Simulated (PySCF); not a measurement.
# P⁺: excitation energies in x2c-QZVPPall

Aim: the excitation energy of phosphorus from differences of total energies, at each level of theory, and how far each lands from the tabulated value where there is one.

Method: unrestricted determinants in a Gaussian basis, no spin-orbit coupling in the energies. Code: PySCF 2.14.0.

### 1 The atom as given

| Item | Value |
| --- | --- |
| Element | phosphorus (Z = 15) |
| Basis | x2c-QZVPPall (9s6p4d2f1g, 70 functions) |
| Hamiltonian | the spin-free X2C one-electron Hamiltonian (Gaussian nucleus) |
| State 1 | P⁺: [Ne] 3s1 3p3, high-spin 5S determinant (an excited configuration) |
| State 2 | P⁺: [Ne] 3s1 3p3, 3s spin antiparallel (an excited configuration) |
| Needed too, but not shown | P⁺ [Ne] 3s2 3p2 (3P) |
| Methods | CCSD(T) |
| Core shells frozen in the correlated runs | valence and next inner shell: 1s2 (for P⁺) |

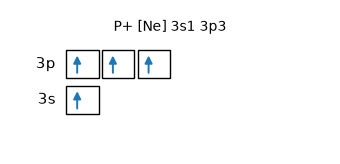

Occupation of the outer shells (arrows by Hund's rule).

One driver process ran all states and methods and kept the integrals in memory. Each run is shown as a PySCF script that sums up its settings (the driver passes frozen orbitals as a list and adds second-order terms of double hybrids); the logs are those of the runs themselves. The driver starts from symmetry-adapted Hartree-Fock orbitals, holds the occupation by maximum overlap and uses a logarithmic radial grid for functionals, so a plain start would take other cycles.

The integrals over 70 functions and the set-up took 0.78 s of CPU time.

### 2 P⁺ [Ne] 3s1 3p3: CCSD(T) (valence and next inner shell)

Level: CCSD(T) (valence and next inner shell).

Contents of input.py:

```python
from pyscf import gto, scf, dft, mp, cc
import basis_set_exchange as bse
mol = gto.M(atom="P 0 0 0", charge=1, spin=4, symmetry="D2h",
            basis=gto.basis.parse(bse.get_basis("x2c-QZVPPall", elements=["P"], fmt="nwchem")),
            nucmod="G")
mf = scf.UHF(mol).sfx2c1e()
mf.irrep_nelec = {'Ag': (3, 2), 'B1u': (2, 1), 'B2u': (2, 1), 'B3u': (2, 1)}
mf.kernel()
mycc = cc.CCSD(mf, frozen=1).run()
mycc.ccsd_t()
```

Standard output:

```text
CC2 = 0
CCSD nocc = (np.int64(8), np.int64(4)), nmo = (69, 69)
frozen orbitals [[0], [0]]
max_cycle = 100
direct = 0
conv_tol = 1e-08
conv_tol_normt = 1e-06
diis_space = 8
diis_start_cycle = 0
Init t2, MP2 energy = -0.205121642316975
Init E_corr(UCCSD) = -0.205121642317838
cycle = 1  E_corr(UCCSD) = -0.212013141728412  dE = -0.00689149941  norm(t1,t2) = 0.0280177
cycle = 2  E_corr(UCCSD) = -0.214079869828533  dE = -0.0020667281  norm(t1,t2) = 0.00841507
cycle = 3  E_corr(UCCSD) = -0.214767476516184  dE = -0.000687606688  norm(t1,t2) = 0.00273576
cycle = 4  E_corr(UCCSD) = -0.21476265443448  dE = 4.8220817e-06  norm(t1,t2) = 0.000139893
cycle = 5  E_corr(UCCSD) = -0.214757786927354  dE = 4.86750713e-06  norm(t1,t2) = 2.40144e-05
cycle = 6  E_corr(UCCSD) = -0.214758187481657  dE = -4.00554303e-07  norm(t1,t2) = 4.52037e-06
cycle = 7  E_corr(UCCSD) = -0.214758196101536  dE = -8.61987856e-09  norm(t1,t2) = 5.48725e-07
UCCSD converged
E(UCCSD) = -341.2422009711094  E_corr = -0.2147581961015357
UCCSD(T) correction = -0.00174720897602512
```

CPU time 31 s on a shared host, the integrals not counted.

CCSD correlation -0.21476 hartree, triples -0.00175; total -341.243948. T1 = 0.002, largest double amplitude 0.051.

### 3 P⁺ [Ne] 3s1 3p3, s spin flipped: CCSD(T) (valence and next inner shell)

Level: CCSD(T) (valence and next inner shell).

Contents of input.py:

```python
from pyscf import gto, scf, dft, mp, cc
import basis_set_exchange as bse
mol = gto.M(atom="P 0 0 0", charge=1, spin=2, symmetry="D2h",
            basis=gto.basis.parse(bse.get_basis("x2c-QZVPPall", elements=["P"], fmt="nwchem")),
            nucmod="G")
mf = scf.UHF(mol).sfx2c1e()
mf.irrep_nelec = {'Ag': (2, 3), 'B1u': (2, 1), 'B2u': (2, 1), 'B3u': (2, 1)}
mf.kernel()
mycc = cc.CCSD(mf, frozen=1).run()
mycc.ccsd_t()
```

Standard output:

```text
CC2 = 0
CCSD nocc = (np.int64(7), np.int64(5)), nmo = (69, 69)
frozen orbitals [[0], [0]]
max_cycle = 100
direct = 0
conv_tol = 1e-08
conv_tol_normt = 1e-06
diis_space = 8
diis_start_cycle = 0
Init t2, MP2 energy = -0.322353817250379
Init E_corr(UCCSD) = -0.322353817323456
cycle = 1  E_corr(UCCSD) = -0.359275042655644  dE = -0.0369212253  norm(t1,t2) = 0.248225
cycle = 2  E_corr(UCCSD) = -0.392496582107387  dE = -0.0332215395  norm(t1,t2) = 0.24212
cycle = 3  E_corr(UCCSD) = -0.618010362279129  dE = -0.22551378  norm(t1,t2) = 0.216823
cycle = 4  E_corr(UCCSD) = -0.409827251384668  dE = 0.208183111  norm(t1,t2) = 0.690839
cycle = 5  E_corr(UCCSD) = -0.457131033577889  dE = -0.0473037822  norm(t1,t2) = 0.202883
cycle = 6  E_corr(UCCSD) = -0.474655864235263  dE = -0.0175248307  norm(t1,t2) = 0.0988766
cycle = 7  E_corr(UCCSD) = -0.485799405499664  dE = -0.0111435413  norm(t1,t2) = 0.0451426
cycle = 8  E_corr(UCCSD) = -0.487536029749147  dE = -0.00173662425  norm(t1,t2) = 0.00674181
cycle = 9  E_corr(UCCSD) = -0.487698785257866  dE = -0.000162755509  norm(t1,t2) = 0.000469236
cycle = 10  E_corr(UCCSD) = -0.487660981061069  dE = 3.78041968e-05  norm(t1,t2) = 0.000127
cycle = 11  E_corr(UCCSD) = -0.487663252420328  dE = -2.27135926e-06  norm(t1,t2) = 1.18294e-05
cycle = 12  E_corr(UCCSD) = -0.487664228891443  dE = -9.76471116e-07  norm(t1,t2) = 3.27309e-06
cycle = 13  E_corr(UCCSD) = -0.487664248131684  dE = -1.92402403e-08  norm(t1,t2) = 2.61456e-07
cycle = 14  E_corr(UCCSD) = -0.487664177056018  dE = 7.10756653e-08  norm(t1,t2) = 3.30389e-07
cycle = 15  E_corr(UCCSD) = -0.487664154684519  dE = 2.23714999e-08  norm(t1,t2) = 7.33999e-08
cycle = 16  E_corr(UCCSD) = -0.487664155508035  dE = -8.23516977e-10  norm(t1,t2) = 8.59894e-09
UCCSD converged
E(UCCSD) = -341.2107908729654  E_corr = -0.4876641555080355
UCCSD(T) correction = -0.0971036169205329
```

CPU time 46 s on a shared host, the integrals not counted.

CCSD correlation -0.48766 hartree, triples -0.09710; total -341.307894. T1 = 0.021, largest double amplitude 0.879.

With the s spin flipped the determinant is a mixture of two multiplicities, not a spectroscopic state. A double-excitation amplitude exceeds 0.15, a sign of near-degeneracy.

### 4 Differences of total energies

Excitation energy: P⁺ [Ne] 3s2 3p2 (3P) → P⁺ [Ne] 3s1 3p3 (5S).

```csv
method,value (eV),error (eV)
UHF,3.972,-1.654
MP2 (valence and next inner shell),5.331,-0.296
SCS-MP2 (valence and next inner shell),5.828,+0.201
CCSD (valence and next inner shell),5.519,-0.107
CCSD(T) (valence and next inner shell),5.598,-0.028
```

Reference: 5.627 eV (measured; NIST levels, between the centres of gravity of the two terms). Errors of the correlated levels include the incompleteness of this basis.

Excitation energy: P⁺ [Ne] 3s2 3p2 (3P) → P⁺ [Ne] 3s1 3p3, s spin flipped.

```csv
method,value (eV)
UHF,12.253
MP2 (valence and next inner shell),10.421
SCS-MP2 (valence and next inner shell),10.335
```

The upper determinant mixes two multiplicities, so it lies between the two terms. The coupled-cluster amplitudes are large for P+, so a single reference is strained.

The differences also use runs on P⁺ [Ne] 3s2 3p2 (3P), which are not shown here. The runs at UHF, MP2 (valence and next inner shell) are not shown; their differences are listed all the same.

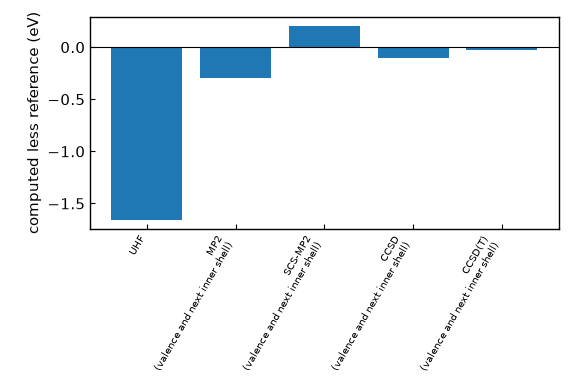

Computed less reference values by method.

### 5 What came out

```
                                            quantity                                                                        value
                excitation energy, P⁺ → [Ne] 3s1 3p3  UHF 3.972, CCSD(T) (valence and next inner shell) 5.598 eV; reference 5.627
excitation energy, P⁺ → [Ne] 3s1 3p3, s spin flipped                     UHF 12.253, MP2 (valence and next inner shell) 10.421 eV
```

Accuracy by level (over 1 difference):

```csv
method,mean absolute miss against the measured value (with the measured fine structure taken into account where it is known) (eV)
UHF,1.654
MP2 (valence and next inner shell),0.296
SCS-MP2 (valence and next inner shell),0.201
CCSD (valence and next inner shell),0.107
CCSD(T) (valence and next inner shell),0.028
```

The coupled-cluster values of one difference were set aside by the checks on these runs and are not quoted; the lower level shown rests on the same reference and is no safer. Against experiment CCSD(T) (valence and next inner shell) comes closest (off by 0.03 eV) and UHF is farthest (1.65 eV). The basis is finite, and no extrapolation was made.
